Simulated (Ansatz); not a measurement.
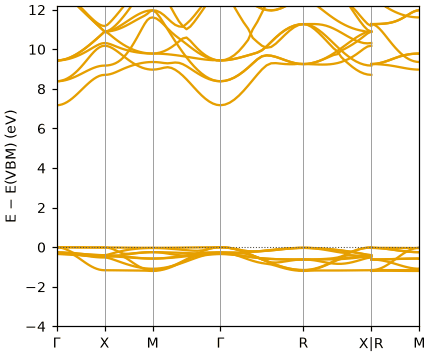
Figure: Band structure from plane-wave PAW r²SCAN (Ansatz code)

Q: Read off the gap and where the band edges lie.

A: About 7.2 eV (7.17 eV by a search for the band edges); maximum at Γ, minimum at Γ.

The material is CsSrF₃ (cubic perovskite, space group No. 221).

Space group Pm-3m (cubic perovskite). The first step of the workflow began from a Materials Project structure, measured or hypothetical; the Crystallography Open Database copy checked does not list it. Its standing as an ambient phase is unchecked. The cell was relaxed with r²SCAN under the symmetry of its start; its stability against distortions is not shown here. Scalar-relativistic: spin–orbit coupling is off unless named, which matters more the heavier the elements.

Potentials: the later of the program's two PAW sets.
